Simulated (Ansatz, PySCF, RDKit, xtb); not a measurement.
# Isomers of C3H6SSi, a sample narrowed down

Which of a sample of isomers of C3H6SSi is the most stable in the gas at 298.15 K, and what are its properties? The sample is small against all isomers, and the most stable one of this formula need not be in it.

Plan: many cheap relaxations first (GFN2-xTB), then density-functional screening, relaxation at PBE0-D3(BJ)/def2-SVP, vibrations and a final energy. The numbers are computed, not measured.

**1. Candidates**

Isomers were taken from a list of plausible structures; this is a sample, not all of them. That gives 3 candidates.

```
label              SMILES     spin
 c053         [SiH3]CC#CS  singlet
 c490  C#C[C@@H]([SiH3])S  singlet
 c870         [SiH3]C#CCS  singlet
```

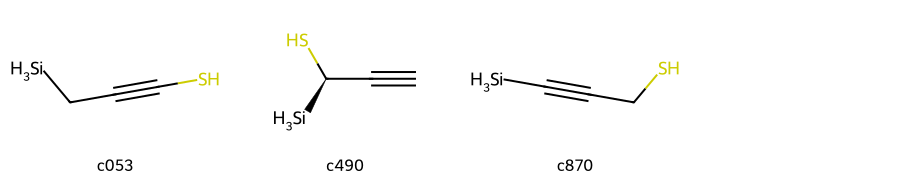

Structural formulas of the candidates.

Candidates are built by distance geometry, with a force field where one applies, in up to four conformers (letters a to d).

**Question.** With final energies at CCSD(T)/def2-SVP + MP2/def2-TZVPP - MP2/def2-SVP, which structure will this search put lowest in free energy, and by what margin?

| quantity | value |
| --- | --- |
| lowest structure found | [SiH3]C#CCS, singlet, C1 |
| next finalist | [SiH3]CC#CS, singlet, 6.5 kcal/mol higher in G |
| share at equilibrium, among the finalists | 100.0 % |
| harmonic wavenumbers, lowest and highest (PBE0-D3(BJ)/def2-SVP) | 13 and 3139 cm⁻¹ |
| rotational constants, same geometry | 0.4282, 0.03107, 0.02956 cm⁻¹ |
| dipole moment (PBE0/def2-TZVPD) | 1.05 D |
| HOMO energy (PBE0/def2-TZVPD) | -7.20 eV |
| LUMO energy (PBE0/def2-TZVPD) | -0.60 eV |
| HOMO–LUMO gap (PBE0/def2-TZVPD) | 6.61 eV |
| lowest excitation (TD-PBE0/def2-SVPD) | 5.23 eV (f = 0.012) |
| strongest of the states computed, same level | 5.73 eV (f = 0.043) |
| lowest triplet excitation, same level, Tamm-Dancoff | 4.55 eV |
| vertical ionisation energy | 9.21 eV |
| vertical electron affinity | -0.74 eV (unbound: the value depends on the basis) |
| vertical triplet less singlet | +4.69 eV |

The search ends on `[SiH3]C#CCS`. Among the finalists first place is clear (6.5 kcal/mol); structures outside the list aren't covered. GFN2-xTB, HF/STO-3G, r2SCAN-D4/def2-SVP, PBE0-D3(BJ)/def2-SVP, HF/def2-SVP and MP2/def2-SVP already put its bonding pattern lowest among the structures in one piece. Lowest found is not proven lowest: the search is finite, and each finalist counts with one conformer. Only 3 drawn patterns were tried, so whole families of isomers are missing, and the result ranks this sample alone.
